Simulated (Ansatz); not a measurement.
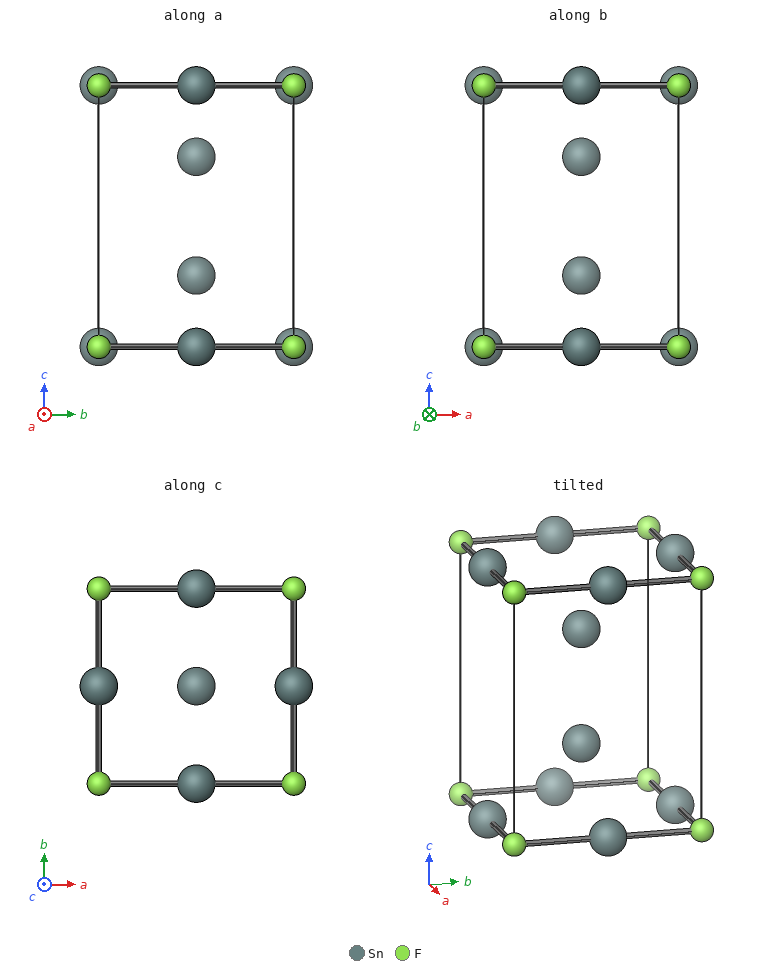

A ball-and-stick picture of a crystal structure, seen along the a axis, along the b axis, along the c axis and slightly off an axis. The wireframe shows the conventional unit cell.

Lattice parameters: a = 5.015 Å, b = 5.015 Å, c = 6.726 Å, α = 90.00°, β = 90.00°, γ = 90.00°. Put a along x and b in the xy plane.

Convert the drawing into a POSCAR file, with free fractional coordinates to two decimals.

```
Sn F
1.0
     5.015    0.000    0.000
     0.000    5.015    0.000
     0.000    0.000    6.726
Sn F
4 1
Direct
  0.50 0.00 0.00
  0.00 0.50 0.00
  0.50 0.50 0.27
  0.50 0.50 0.73
  0.00 0.00 0.00
```

Its origin is a random cell made by a generator, so it need not be a real form of the compound. Earlier steps of the study, as a rule a relaxation of our own, may have changed the cell and positions, so they can lie some per cent off the listed ones. It was run through Ansatz as a DFT input.
